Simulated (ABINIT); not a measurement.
## Beyond one shot: SiC (F-43m)

Aim: iterate the self-energy on SiC (F-43m) and follow the gap from cycle to cycle.

Main program and level: ABINIT 10.8.3; PBE and many-body steps on it, plane waves.

**What was measured.**

- Gap 2.39 eV: band gap at cryogenic temperature; bulk crystal (literature value) (quoted in “Silicon carbide diodes for neutron detection”, 2020, arxiv:2009.14696).

- Gap 2.4 eV: Tauc optical (indirect) gap of annealed polycrystalline 3C-SiC; UV-VIS spectroscopic ellipsometry, Tauc analysis; film (CVD ultrathin polycrystalline film, annealed, about 5 nm grains) (“On-Demand CMOS-Compatible Fabrication of Ultrathin Self-Aligned SiC Nanowire Arrays”, 2018, pmc:6267454).

**1. Set-up**

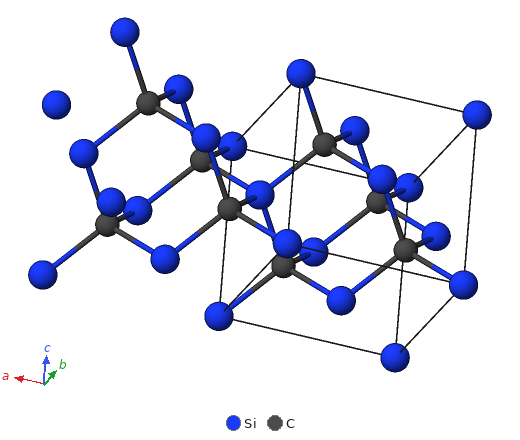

The starting structure, seen from a free direction (silicon blue, carbon dark grey). 2×1×1 cells are drawn. This picture shows the conventional cell, with its axes. Bonds to atoms that aren't drawn are left out. Some periodic images of atoms are drawn too.

Structure file:

```cif
data_structure
_symmetry_space_group_name_H-M 'F-43m'
_symmetry_Int_Tables_number 216
_cell_length_a 4.3580
_cell_length_b 4.3580
_cell_length_c 4.3580
_cell_angle_alpha 90.000
_cell_angle_beta 90.000
_cell_angle_gamma 90.000
_cell_volume 82.77
loop_
_atom_site_label
_atom_site_type_symbol
_atom_site_symmetry_multiplicity
_atom_site_Wyckoff_symbol
_atom_site_fract_x
_atom_site_fract_y
_atom_site_fract_z
_atom_site_occupancy
Si1 Si 4 a 0.00000 0.00000 0.00000 1
C1 C 4 d 0.25000 0.25000 0.75000 1
```

The cell and positions come from the Crystallography Open Database and are kept as given unless a step says otherwise.

**2. Empty states on the mesh, 6×6×6 mesh, 165 bands**

This step: ABINIT 10.8.3; DFT, PBE, plane waves, norm-conserving pseudopotentials.

The sums over transitions need many empty states on a uniform mesh; this step solves for them.

run.abi

```
acell 3*1.0 Angstrom
rprim 
  -0.000000000000 2.179000000000 2.179000000000
  2.179000000000 -0.000000000000 2.179000000000
  2.179000000000 2.179000000000 -0.000000000000
ntypat 2
znucl 14 6
natom 2
typat 1 2
xred 
  0.000000000000 0.000000000000 0.000000000000
  0.250000000000 0.250000000000 0.250000000000
pp_dirpath "pseudos"
pseudos "Si.upf, C.upf"
ecut 37
ngkpt 6 6 6
nshiftk 1
shiftk 0 0 0
kptopt 1
chksymbreak 0
irdden 1
istwfk *1
nband 165
prtvol 0
optdriver 6
gwr_task "HDIAGO"
paral_kgb 0
occopt 1
indata_prefix "in"
outdata_prefix "out"
tmpdata_prefix "tmp"
```

On the command line:

```sh
$ OMP_NUM_THREADS=1 mpirun -n 4 abinit run.abi > log
```

Log:

```text
.Version 10.8.3 of ABINIT. v10.8.2 released Aug 2026.

 Symmetries : space group F-4 3 m (#216); Bravais cF (face-center cubic)
[... echo of the input left out ...]
== DATASET  1 ==================================================================
-   mpi_nproc: 4, omp_nthreads: 1 (-1 if OMP is not activated)

--- !DatasetInfo
iteration_state: {dtset: 1, }
dimensions: {natom: 2, nkpt: 16, mband: 165, nsppol: 1, nspinor: 1, nspden: 1, mpw: 1524, }
cutoff_energies: {ecut:  37.0, pawecutdg:  -1.0, }
[...]
Indirect band gap semiconductor
 Fundamental gap:     1.361 (eV)
   VBM:     6.835 (eV) at k: [ 0.0000E+00,  0.0000E+00,  0.0000E+00]
   CBM:     8.196 (eV) at k: [ 5.0000E-01,  5.0000E-01,  0.0000E+00]
 Direct gap:         4.553 (eV) at k: [ 5.0000E-01,  5.0000E-01,  0.0000E+00]

== END DATASET(S) ==============================================================
================================================================================

 -outvars: echo values of variables after computation  --------
           etotal      0.0000000000E+00
            nband         165
             nkpt          16
          spgroup         216
 [... the other variables as echoed above ...]

 Calculation completed.
```

The job ended after 15 s (4 MPI ranks of Arm Neoverse V1, shared host; peak memory 0.75 GiB; 58 s of CPU time).

This step gave:

| Property | Result |
| --- | --- |
| gap | 1.361 eV |
| k of the valence top | 0, 0, 0 |
| k of the conduction bottom | 0.5, 0.5, 0 |
| least direct gap | 4.553 eV |
| k points computed | 16 |
| lowest point of the top converged band, above the valence top | 198.3907 eV |

On this mesh the gap is 1.361 eV.

The density comes from a self-consistent run that is not shown.

**3. Screening, 6×6×6 mesh, 157 bands, screening to 261.2 eV**

The RPA dielectric matrix is built and inverted for each q.

This step: RPA screening on PBE, plane waves, norm-conserving pseudopotentials.

Changes to run.abi since step 2:

```diff
@@ -20,10 +20,11 @@
 chksymbreak 0
-irdden 1
 istwfk *1
-nband 165
-prtvol 0
-optdriver 6
-gwr_task "HDIAGO"
-paral_kgb 0
 occopt 1
+irdwfk 1
+optdriver 3
+nband 157
+ecuteps 9.6
+inclvkb 2
+awtr 1
+symchi 1
 indata_prefix "in"
```

Log:

```text
.Version 10.8.3 of ABINIT. v10.8.2 released Aug 2026.

 Symmetries : space group F-4 3 m (#216); Bravais cF (face-center cubic)
[... echo of the input left out ...]
== DATASET  1 ==================================================================
-   mpi_nproc: 4, omp_nthreads: 1 (-1 if OMP is not activated)

--- !DatasetInfo
iteration_state: {dtset: 1, }
dimensions: {natom: 2, nkpt: 16, mband: 157, nsppol: 1, nspinor: 1, nspden: 1, mpw: 1524, }
cutoff_energies: {ecut:  37.0, pawecutdg:  -1.0, }
electrons: {nelect:   8.00000000E+00, charge:   0.00000000E+00, occopt:   1.00000000E+00, tsmear:   1.00000000E-02, }

 SCREENING: Calculation of the susceptibility and dielectric matrices

 Based on a program developped by R.W. Godby, V. Olevano, G. Onida, and L. Reining.
 Incorporated in ABINIT by V. Olevano, G.-M. Rignanese, and M. Torrent.
.Using double precision arithmetic ; gwpc =  8

[... cell and pseudopotentials left out ...]
--------------------------------------------------------------------------------

 ==== K-mesh for the wavefunctions ====
 Number of points in the irreducible wedge :    16
[... list of points left out ...]
 Together with 24 symmetry operations and time-reversal symmetry
 yields   216 points in the full Brillouin Zone.

 ==== Q-mesh for the screening function ====
 Number of points in the irreducible wedge :    16
[... list of points left out ...]
 Together with 24 symmetry operations and time-reversal symmetry
 yields   216 points in the full Brillouin Zone.

 setmesh: FFT mesh size selected  =    24x   24x   24
          total number of points  =        13824

 vcoul_init : cutoff-mode = AUXILIARY_FUNCTION
 q-points for optical limit:   1
     1)      0.000010    0.000020    0.000030

- screening: taking advantage of time-reversal symmetry
- Maximum band index for partially occupied states nbvw = 4
- Remaining bands to be divided among processors   nbcw = 153
- Number of bands treated by each node ~38

 Number of electrons calculated from density =    8.0000; Expected =    8.0000
 average of density, n =  0.057292
 r_s =    1.6092
 omega_plasma =   23.0888 [eV]

 calculating chi0 at frequencies [eV] :
  1    0.000000E+00    0.000000E+00
  2    0.000000E+00    2.308880E+01

--------------------------------------------------------------------------------
  q-point number  1        q = ( 0.000000, 0.000000, 0.000000) [r.l.u.]
--------------------------------------------------------------------------------
[... chi0 elements left out ...]
 For q-point:  0.000010 0.000020 0.000030
  dielectric constant =   7.0834
  dielectric constant without local fields =   7.7436

  Average fulfillment of the sum rule on Im[epsilon] for q-point    1 :     95.25  [%]
[... wings left out ...]
  q-point number  2        q = ( 0.166667, 0.000000, 0.000000) [r.l.u.]
--------------------------------------------------------------------------------
[... chi0 elements left out ...]
  Average fulfillment of the sum rule on Im[epsilon] for q-point    2 :     97.36  [%]

 [... 14 further q-points ...]
```

The job ended after 70 s (4 MPI ranks; peak memory 1 GiB; 4.7 min of CPU time).

This step gave:

```
ε∞ with local fields, on this mesh, along the program's q direction : 7.083
the same without local fields                                       : 7.744
plasma frequency                                                    : 23.09 eV
plane waves in the screening matrix                                 : 181
```

Local fields lower ε∞ by 9 %.

**4. G0W0**

The self-energy is evaluated for the states that the input lists, and the levels follow from it, in one-shot runs by the linearised quasiparticle equation.

This step: G0W0 on PBE, plane waves, norm-conserving pseudopotentials.

Changes to run.abi since step 3:

```diff
@@ -23,8 +23,17 @@
 irdwfk 1
-optdriver 3
+optdriver 4
 nband 157
+gwcalctyp 0
+ecutsigx 37
+symsigma 1
+nkptgw 2
+kptgw 
+  0.0000000000 0.0000000000 0.0000000000
+  0.5000000000 0.5000000000 0.0000000000
+bdgw 
+  2 8
+  3 6
 ecuteps 9.6
-inclvkb 2
-awtr 1
-symchi 1
+irdscr 1
+ppmodel 1
 indata_prefix "in"
```

Log:

```text
.Version 10.8.3 of ABINIT. v10.8.2 released Aug 2026.

 Symmetries : space group F-4 3 m (#216); Bravais cF (face-center cubic)
[... echo of the input left out ...]
== DATASET  1 ==================================================================
-   mpi_nproc: 4, omp_nthreads: 1 (-1 if OMP is not activated)

--- !DatasetInfo
iteration_state: {dtset: 1, }
dimensions: {natom: 2, nkpt: 16, mband: 157, nsppol: 1, nspinor: 1, nspden: 1, mpw: 1524, }
cutoff_energies: {ecut:  37.0, pawecutdg:  -1.0, }
electrons: {nelect:   8.00000000E+00, charge:   0.00000000E+00, occopt:   1.00000000E+00, tsmear:   1.00000000E-02, }

 SIGMA: Calculation of the GW corrections

 Based on a program developped by R.W. Godby, V. Olevano, G. Onida, and L. Reining.
 Incorporated in ABINIT by V. Olevano, G.-M. Rignanese, and M. Torrent.
.Using double precision arithmetic ; gwpc =  8

[... cell and pseudopotentials left out ...]
--------------------------------------------------------------------------------

 ==== K-mesh for the wavefunctions ====
 Number of points in the irreducible wedge :    16
[... list of points left out ...]
 Together with 24 symmetry operations and time-reversal symmetry
 yields   216 points in the full Brillouin Zone.

 ==== Q-mesh for screening function ====
 Number of points in the irreducible wedge :    16
[... list of points left out ...]
 Together with 24 symmetry operations and time-reversal symmetry
 yields   216 points in the full Brillouin Zone.

 vcoul_init : cutoff-mode = AUXILIARY_FUNCTION
 q-points for optical limit:   1
     1)      0.000010    0.000020    0.000030
 setmesh: FFT mesh size selected  =    32x   32x   32
          total number of points  =        32768

 Number of electrons calculated from density =    8.0000; Expected =    8.0000
 average of density, n =  0.057292
 r_s =    1.6092
 omega_plasma =   23.0888 [eV]

 === KS Band Gaps ===
  >>>> For spin  1
   Minimum direct gap =   4.5530 [eV], located at k-point      :   0.5000  0.5000  0.0000
   Fundamental gap    =   1.3613 [eV], Top of valence bands at :   0.0000  0.0000  0.0000
                                       Bottom of conduction at :   0.5000  0.5000  0.0000
 SIGMA fundamental parameters:
 PLASMON POLE MODEL  1
 number of plane-waves for SigmaX                 1459
 number of plane-waves for SigmaC and W            181
 number of plane-waves for wavefunctions          1459
 number of bands                                   157
 number of independent spin polarizations            1
 number of spinorial components                      1
 number of k-points in IBZ                          16
 number of q-points in IBZ                          16
 number of symmetry operations                      24
 number of k-points in BZ                          216
 number of q-points in BZ                          216
 number of frequencies for dSigma/dE                 9
 frequency step for dSigma/dE [eV]                0.25
 number of omega for Sigma on real axis              0
 max omega for Sigma on real axis  [eV]           0.00
 zcut for avoiding poles [eV]                     0.10

 EPSILON^-1 parameters (SCR file):
 dimension of the eps^-1 matrix on file            181
 dimension of the eps^-1 matrix used               181
 number of plane-waves for wavefunctions          1459
 number of bands                                   157
 number of q-points in IBZ                          16
 number of frequencies                               2
 number of real frequencies                          1
 number of imag frequencies                          1

 matrix elements of self-energy operator (all in [eV])

 Perturbative Calculation

--- !SelfEnergy_ee
iteration_state: {dtset: 1, }
kpoint     : [   0.000,    0.000,    0.000, ]
spin       : 1
KS_gap     :    6.223
QP_gap     :    7.138
Delta_QP_KS:    0.915
data: !SigmaeeData |
     Band     E0 <VxcDFT>   SigX SigC(E0)      Z dSigC/dE  Sig(E)    E-E0       E
        2   6.835 -14.930 -17.579   1.828   0.792  -0.263 -15.580  -0.651   6.184
        3   6.835 -14.930 -17.579   1.828   0.792  -0.263 -15.580  -0.651   6.184
        4   6.835 -14.930 -17.579   1.828   0.792  -0.263 -15.580  -0.651   6.184
        5  13.058 -13.213  -7.543  -5.336   0.790  -0.266 -12.949   0.264  13.322
        6  14.146 -11.327  -5.827  -5.169   0.805  -0.242 -11.060   0.266  14.413
        7  14.146 -11.327  -5.827  -5.169   0.805  -0.242 -11.060   0.266  14.413
        8  14.146 -11.327  -5.827  -5.169   0.805  -0.242 -11.060   0.266  14.413

--- !SelfEnergy_ee
iteration_state: {dtset: 1, }
kpoint     : [   0.500,    0.500,    0.000, ]
spin       : 1
KS_gap     :    4.553
QP_gap     :    5.605
Delta_QP_KS:    1.052
data: !SigmaeeData |
     Band     E0 <VxcDFT>   SigX SigC(E0)      Z dSigC/dE  Sig(E)    E-E0       E
        3   3.643 -13.567 -17.441   2.670   0.782  -0.278 -14.509  -0.942   2.702
        4   3.643 -13.567 -17.441   2.670   0.782  -0.278 -14.509  -0.942   2.702
        5   8.196 -10.505  -6.372  -3.999   0.820  -0.220 -10.395   0.110   8.306
        6  11.168 -10.770  -5.961  -4.473   0.822  -0.217 -10.494   0.276  11.445

== END DATASET(S) ==============================================================
================================================================================

 -outvars: echo values of variables after computation  --------
           etotal      0.0000000000E+00
            nband         157
             nkpt          16
          spgroup         216
 [... the other variables as echoed above ...]

 Calculation completed.
```

Run time: 18 s. Hardware: 4 MPI ranks; peak memory 1 GiB.

Numbers from this step:

| Property | Result |
| --- | --- |
| G0W0 gap on the points computed | 2.122 eV |
| starting gap on the mesh | 1.361 eV |
| k of the valence top | 0, 0, 0 |
| k of the conduction bottom | 0.5, 0.5, 0 |
| Z at the valence top | 0.792 |
| Z at the conduction bottom | 0.82 |
| least direct G0W0 gap on the computed points | 5.604 eV |

The gap on the mesh goes from 1.36 eV to 2.12 eV, a correction of +0.76 eV.

**5. evGW0, cycle 1**

This step: evGW0 on PBE, plane waves, norm-conserving pseudopotentials.

Changes to run.abi since step 4:

```diff
@@ -25,12 +25,40 @@
 nband 157
-gwcalctyp 0
+gwcalctyp 10
 ecutsigx 37
 symsigma 1
-nkptgw 2
+nkptgw 16
 kptgw 
   0.0000000000 0.0000000000 0.0000000000
+  0.1666666667 0.0000000000 0.0000000000
+  0.3333333333 0.0000000000 0.0000000000
+  0.5000000000 0.0000000000 0.0000000000
+  0.1666666667 0.1666666667 0.0000000000
+  0.3333333333 0.1666666667 0.0000000000
+  0.5000000000 0.1666666667 0.0000000000
+  -0.3333333333 0.1666666667 0.0000000000
+  -0.1666666667 0.1666666667 0.0000000000
+  0.3333333333 0.3333333333 0.0000000000
+  0.5000000000 0.3333333333 0.0000000000
+  -0.3333333333 0.3333333333 0.0000000000
   0.5000000000 0.5000000000 0.0000000000
+  0.5000000000 0.3333333333 0.1666666667
+  -0.3333333333 0.3333333333 0.1666666667
+  -0.3333333333 0.5000000000 0.1666666667
 bdgw 
-  2 8
-  3 6
+  1 8
+  1 8
+  1 8
+  1 8
+  1 8
+  1 8
+  1 8
+  1 8
+  1 8
+  1 8
+  1 8
+  1 8
+  1 8
+  1 8
+  1 8
+  1 8
 ecuteps 9.6
```

Log:

```text
.Version 10.8.3 of ABINIT. v10.8.2 released Aug 2026.

 Symmetries : space group F-4 3 m (#216); Bravais cF (face-center cubic)
[... echo of the input left out ...]
== DATASET  1 ==================================================================
-   mpi_nproc: 4, omp_nthreads: 1 (-1 if OMP is not activated)

--- !DatasetInfo
iteration_state: {dtset: 1, }
dimensions: {natom: 2, nkpt: 16, mband: 157, nsppol: 1, nspinor: 1, nspden: 1, mpw: 1524, }
cutoff_energies: {ecut:  37.0, pawecutdg:  -1.0, }
electrons: {nelect:   8.00000000E+00, charge:   0.00000000E+00, occopt:   1.00000000E+00, tsmear:   1.00000000E-02, }

 SIGMA: Calculation of the GW corrections

 Based on a program developped by R.W. Godby, V. Olevano, G. Onida, and L. Reining.
 Incorporated in ABINIT by V. Olevano, G.-M. Rignanese, and M. Torrent.
.Using double precision arithmetic ; gwpc =  8

[... cell and pseudopotentials left out ...]
--------------------------------------------------------------------------------

 ==== K-mesh for the wavefunctions ====
 Number of points in the irreducible wedge :    16
[... list of points left out ...]
 Together with 24 symmetry operations and time-reversal symmetry
 yields   216 points in the full Brillouin Zone.

 ==== Q-mesh for screening function ====
 Number of points in the irreducible wedge :    16
[... list of points left out ...]
 Together with 24 symmetry operations and time-reversal symmetry
 yields   216 points in the full Brillouin Zone.

 vcoul_init : cutoff-mode = AUXILIARY_FUNCTION
 q-points for optical limit:   1
     1)      0.000010    0.000020    0.000030
 setmesh: FFT mesh size selected  =    32x   32x   32
          total number of points  =        32768

 Number of electrons calculated from density =    8.0000; Expected =    8.0000
[...]
QP_gap     :    9.527
Delta_QP_KS:    1.276
data: !SigmaeeData |
     Band     E_DFT   <VxcDFT>   E(N-1)  <Hhartree>   SigX  SigC[E(N-1)]    Z     dSigC/dE  Sig[E(N)]  DeltaE  E(N)_pert E(N)_diago
[...]
--- !SelfEnergy_ee
iteration_state: {dtset: 1, }
kpoint     : [  -0.333,    0.500,    0.167, ]
spin       : 1
KS_gap     :    8.384
QP_gap     :    9.648
Delta_QP_KS:    1.264
data: !SigmaeeData |
     Band     E_DFT   <VxcDFT>   E(N-1)  <Hhartree>   SigX  SigC[E(N-1)]    Z     dSigC/dE  Sig[E(N)]  DeltaE  E(N)_pert E(N)_diago
[...]
7    17.659   -11.915    17.659    29.573    -5.027    -6.404     0.775    -0.291   -11.540     0.374    18.033    18.142
        8    19.048   -12.942    19.048    31.990    -5.813    -6.385     0.774    -0.291   -12.365     0.577    19.625    19.793

 New Fermi energy :        2.635609E-01 Ha ,    7.171858E+00 eV
 New Exchange energy :    -2.730906E+00 Ha ,   -7.431174E+01 eV

 === QP Band Gaps ===
  >>>> For spin  1
   Minimum direct gap =   5.8907 [eV], located at k-point      :   0.5000  0.5000  0.0000
   Fundamental gap    =   2.3172 [eV], Top of valence bands at :   0.0000  0.0000  0.0000
                                       Bottom of conduction at :   0.5000  0.5000  0.0000

 writing QP data on file : out_QPS

 Convergence of QP corrections
 >>>>> For spin  1 <<<<<
.  kptgw no:  1; Maximum DeltaE = (  -0.784   0.003) for band index:  1
.  kptgw no:  2; Maximum DeltaE = (  -0.863   0.000) for band index:  2
.  kptgw no:  3; Maximum DeltaE = (  -1.055   0.000) for band index:  2
[...]
.  kptgw no: 15; Maximum DeltaE = (  -1.086   0.007) for band index:  2
.  kptgw no: 16; Maximum DeltaE = (  -1.068  -0.000) for band index:  2

== END DATASET(S) ==============================================================
================================================================================

 -outvars: echo values of variables after computation  --------
           etotal      0.0000000000E+00
            nband         157
             nkpt          16
          spgroup         216
 [... the other variables as echoed above ...]

 Calculation completed.
```

It took 11 min on 4 MPI ranks; peak memory 1.1 GiB.

This step gave:

```
quasiparticle gap on the mesh                         : 2.317 eV
gap of the density functional on the mesh             : 1.361 eV
k of the valence top                                  : 0, 0, 0
k of the conduction bottom                            : 0.5, 0.5, 0
Z at the valence top                                  : 0.792
Z at the conduction bottom                            : 0.82
least direct quasiparticle gap on the computed points : 5.890 eV
```

Against G0W0 in ABINIT (6×6×6 mesh, 157 bands, screening to 261.2 eV, Godby-Needs plasmon pole), the gap moves by +0.195 eV. This first cycle still uses the starting levels; it takes the full correction, at all points of the mesh, and its linearised value is 2.122 eV.

(Part 1 of 3 ends here.)

[Paths, hosts, dates, memory and timing lines, banners, echoed tables and standing remarks are left out of the program output.]

[Logs are printed without paths, hosts, clocks, repeated set-up lines and the standing remarks that a program may print on its own settings, such as how far it seeks lower states.]

[Runs of the session that timed out or met a known fault of the program may be left out.]

[Hosts, paths, dates, database ids (printed as entryN), source tags and the programs' standing remarks are cut or masked in the printed files.]

[G0W0 gaps are taken among the corrected bands and points alone; a level outside them can change the order at an edge.]

[Where Ansatz stands beside ABINIT at settings called matched, ABINIT's density can come from a denser mesh and the files from another edition; pairs whose starting gaps differed by over 0.03 eV were left out, so agreement reads better than it is.]
